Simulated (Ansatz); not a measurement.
```csv
atom,x (Å),y (Å),z (Å)
C,-1.0990,-0.7887,-2.2640
Cu,0.5719,-1.6659,-1.9081
N,-1.7932,-0.7165,-3.3740
H,-1.2841,-1.2403,-4.1095
H,-1.6410,-0.2213,-1.4493
H,1.9410,-2.4000,-1.6676
```

Geometry: PBE-D3(BJ)/def2-SVPD.

Computed with isolated molecule in a Gaussian basis; Kohn-Sham density functional theory, functional PBE0 (Ansatz).

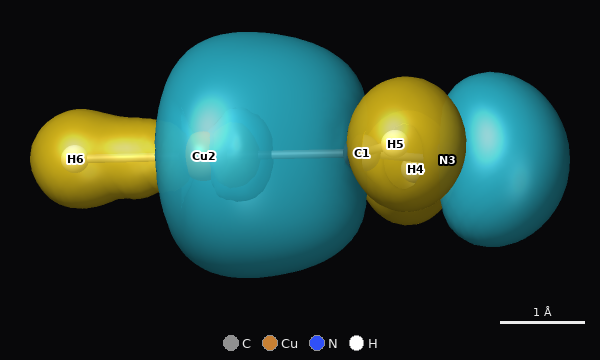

CH₃CuN (SMILES N=[CH][CuH-]) (charge −1). The HOMO at ±0.1 Å⁻³ᐟ² (yellow and cyan are the two phases), seen from one side.

Question: Where does this orbital lie, and at what energy?

Answer: It lies mainly on Cu2 (about 35 %), C1 (about 25 %), N3 (about 25 %) and H5 (about 5 %); it is symmetric in the molecular plane (an in-plane orbital: σ, lone-pair or in-plane π type). Its energy is −0.76 eV.
